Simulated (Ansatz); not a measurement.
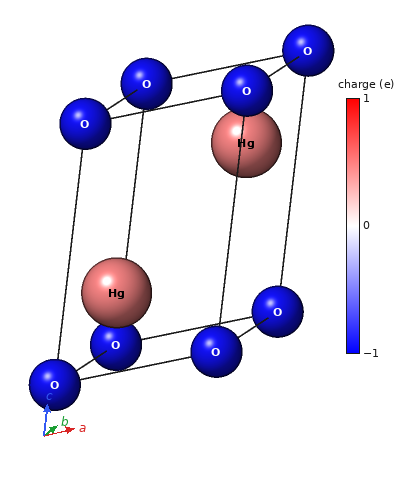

Spheres-only representation of a periodic structure, projected slightly off an axis. One cell (the run's own, in a reduced setting) is framed, with atoms on its boundary repeated. The atoms of this Hg2O cell are coloured by their Bader charge.

Method used: Ansatz 0.2.0, DFT PBEsol, scalar-relativistic, plane waves, PAW. It ran with 420 eV cutoff, k-points about 0.12 Å⁻¹ apart, Gaussian smearing of 0.1 eV, no spin polarisation.

**What do the colours say about charge transfer?**

Most positive: Hg; most negative: O. Charges: about Hg +0.5 e; O -0.9 e.

Provenance: a structure type filled with these elements by a generator (whether the compound takes this form wasn't checked). Earlier steps of the study may have refined or changed the cell and positions. A calculation with Ansatz used it as input.

At this level of theory the cell isn't at rest (stretched, at -6 GPa), so its distances can differ from those at equilibrium, the more so the softer the solid.
